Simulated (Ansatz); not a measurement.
# CH2ClFGa (SMILES [CH2][Ga]([F])[Cl]) (doublet): what the fields show

```xyz
6

C    -0.0095   -0.6415    0.5578
Cl    1.4418   -3.1258    2.7408
F     2.9063   -1.8668    0.0952
Ga    1.4339   -1.8061    1.0473
H    -0.9352   -0.5905    1.1398
H     0.0470    0.0099   -0.3205
```

Geometry: B3LYP-D3(BJ)/def2-SVP.

All numbers below come from isolated molecule in a Gaussian basis; Kohn-Sham density functional theory, functional PBE0 (Ansatz).

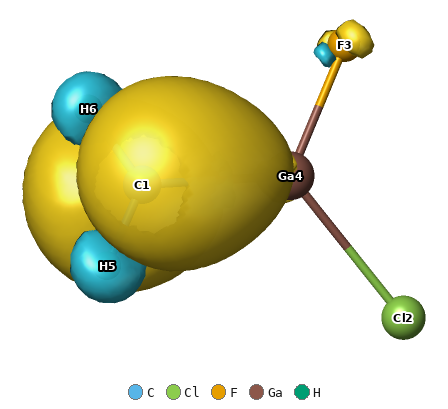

Figure 1. Isosurfaces of the spin density at +0.015 (yellow) and −0.015 e/Å³ (cyan), seen at an oblique angle.

Question: Which atoms carry the spin?

Answer: The unpaired spin (1 electron) lies mostly on C1 (about 0.8) and Ga4 (about 0.1), in electrons by Hirshfeld's partition.

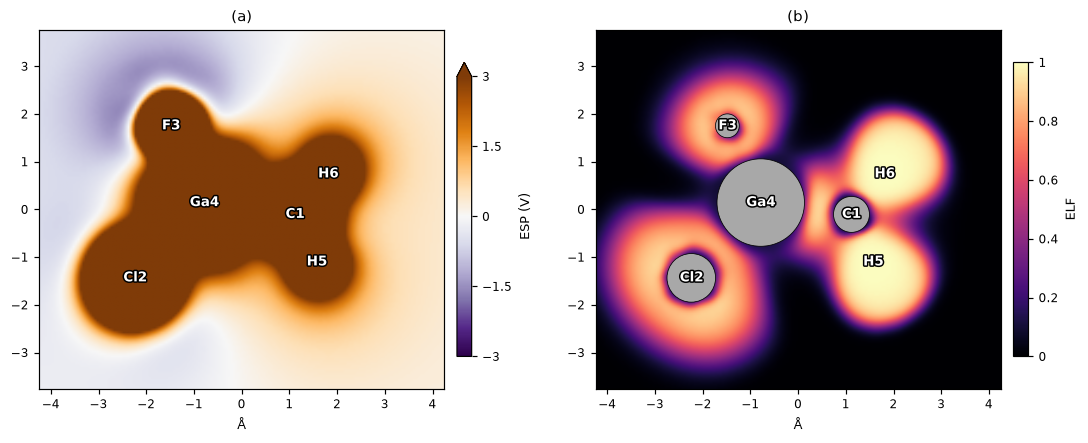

Figure 2. (a) electrostatic potential; (b) ELF on the molecular plane. Grey discs cover the atomic cores in the ELF map.

Question: What does the map show?

Answer:
- Atoms in the plane: C, Cl, F, Ga and H.
- Ga–F (1.75 Å): the ELF peaks at about 0.80 in the valence shell of F, 0.5 Å from its nucleus, and is about 0.20 at the midpoint.
- C–Ga (1.92 Å): the ELF peaks at about 0.90 in the valence shell of C, 0.7 Å from its nucleus, and is about 0.50 at the midpoint.
- Ga–Cl (2.15 Å): the ELF peaks at about 0.80 in the valence shell of Cl, 0.8 Å from its nucleus, and is about 0.60 at the midpoint.
- C–H (1.09 Å): the ELF climbs to about 1 towards the hydrogen, as it does in any bond to H; an ordinary covalent bond to hydrogen.
- The ELF also peaks beside Cl2 and F3, away from the bonds: non-bonding electrons, paired or unpaired.
- Outside the dense part of the molecule the potential is most negative (−1.5 V) near F3.

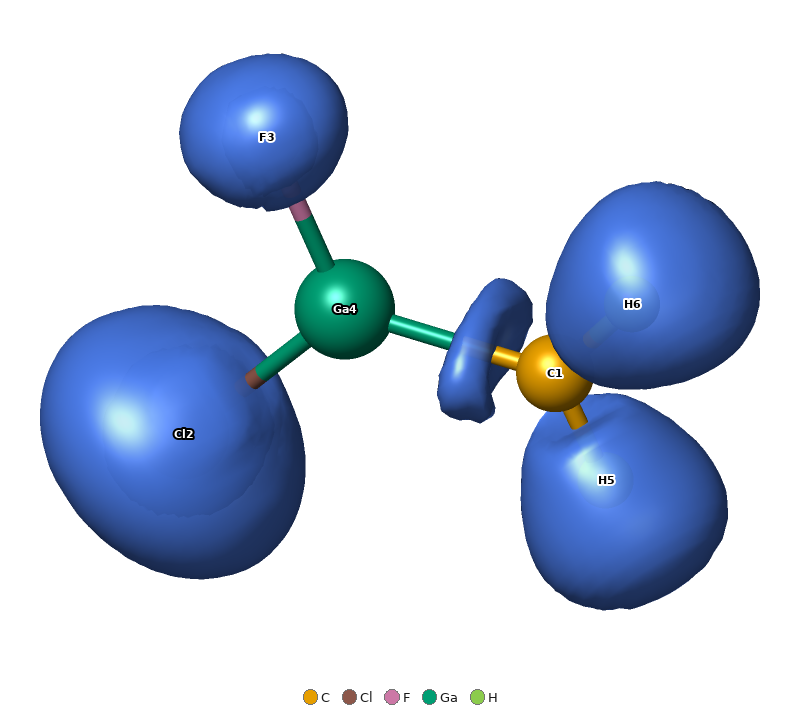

Figure 3. Isosurface of the electron localisation function at 0.8 (blue), seen at an oblique angle. Core shells and regions of very low density are left out.

Question: Identify the bonds, lone pairs and shells in this picture.

Answer: The ELF exceeds this value in two regions around hydrogen nuclei, one lobe of the valence shell of C pointing towards Ga (polar bonds), one region wrapped around Cl (its valence shell) and one region wrapped around F (its valence shell).
